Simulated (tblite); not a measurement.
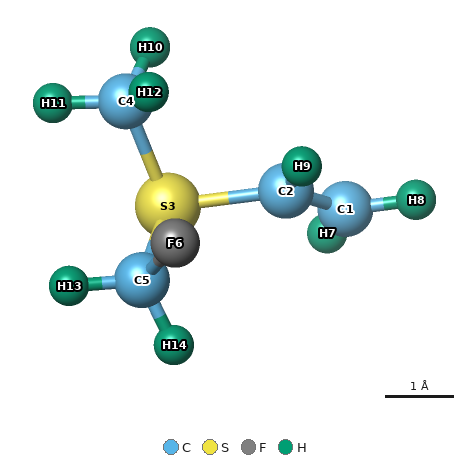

**Figure 1.** The structure (ball-and-stick view, seen at a tilt; atoms are numbered from 1 in the order of the input). Bond lengths as drawn: C–C 1.32 Å, C–F 1.34 Å, C–H 1.08 to 1.09 Å and C–S 1.80 to 1.86 Å.

## Relaxed scan of C₄H₈FS (charge +1)

The run: relaxed scan of C₄H₈FS, charge +1, SMILES C=C[S@+](C)CF. Method and program: GFN2-xTB relaxed scan under a harmonic restraint, gas phase (tblite 0.8.0).

## The input
```
{"job": {"xc": "GFN2-xTB", "basis": "xTB", "coordinate": [["t", [4, 1, 3, 2], 0.3333333333333333], ["t", [1, 3, 4, 2], 0.3333333333333333], ["t", [3, 4, 1, 2], 0.3333333333333333]], "kind": "drive"}, "charge": 1, "multiplicity": 1}
C     -2.416022    -0.122089    -0.439777
C     -1.220163    -0.084444     0.109502
S      0.265868    -0.083772    -0.904464
C      1.247289    -1.319141    -0.017746
C      1.065549     1.451195    -0.228009
F      1.082805     1.372430     1.112466
H     -2.570134    -0.157739    -1.505760
H     -3.302397    -0.122678     0.174366
H     -1.029311    -0.047856     1.171263
H      0.749918    -2.279228    -0.127339
H      2.229948    -1.370305    -0.479631
H      1.332942    -1.056339     1.033867
H      2.091993     1.503562    -0.601773
H      0.471038     2.315931    -0.534833
```

The first line tells a small driver script what to run in tblite; the rest is the geometry in Å.

Launch command:
```bash
OMP_NUM_THREADS=1 python <driver script> task.json out
```

## Output
```
point  coordinate     E/eV
  0    -53.200     -547.32652
```

## Key numbers

```tsv
quantity	value
outcome	converged
hardware	1 CPU thread, shared host
peak memory	0.18 GiB
```
